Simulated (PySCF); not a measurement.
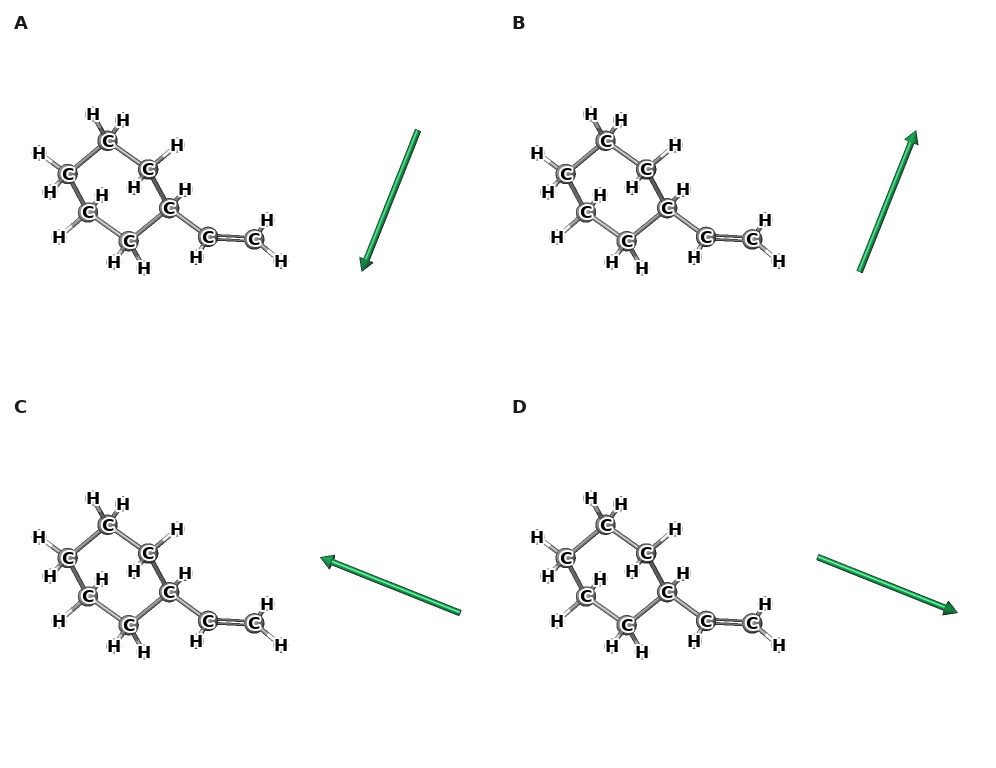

The same molecule four times, each with an arrow. The geometry was computed by an optimisation with PBE0-D3(BJ)/def2-SVP. No frequency run is at hand to confirm it as a minimum. Method: KT3/pcSseg-1, gas phase (PySCF 2.14.0).

Which arrow points along the dipole moment, from the negative to the positive end?

Answer. C. The dipole moment is 0.46 D.
